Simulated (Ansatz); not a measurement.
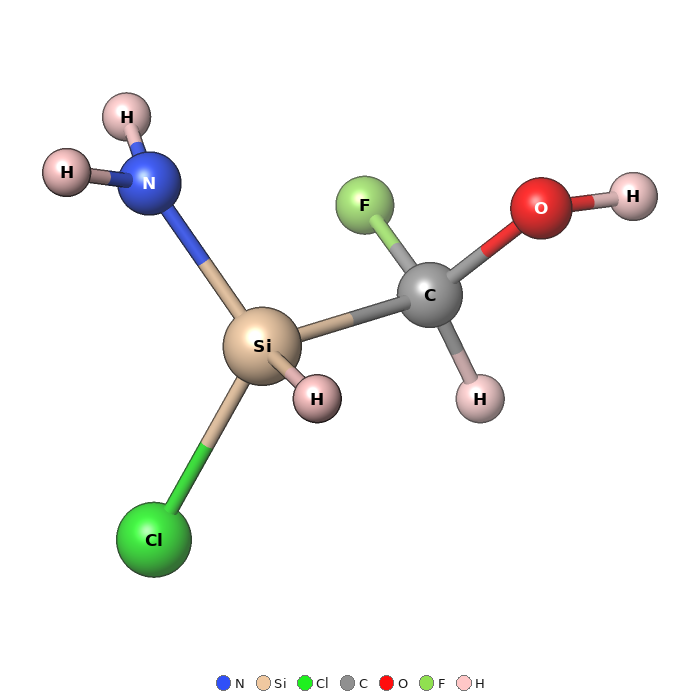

Atoms fade into the background with distance from the viewer. The geometry was computed by an optimisation with PBE0-D4/def2-TZVP. No frequency run is at hand to confirm it as a minimum.

**List the symmetry elements and name the point group.**

It has no symmetry element but the identity, so the point group is C1. The group has 1 operation. The geometry is chiral, and symmetry allows a dipole moment.
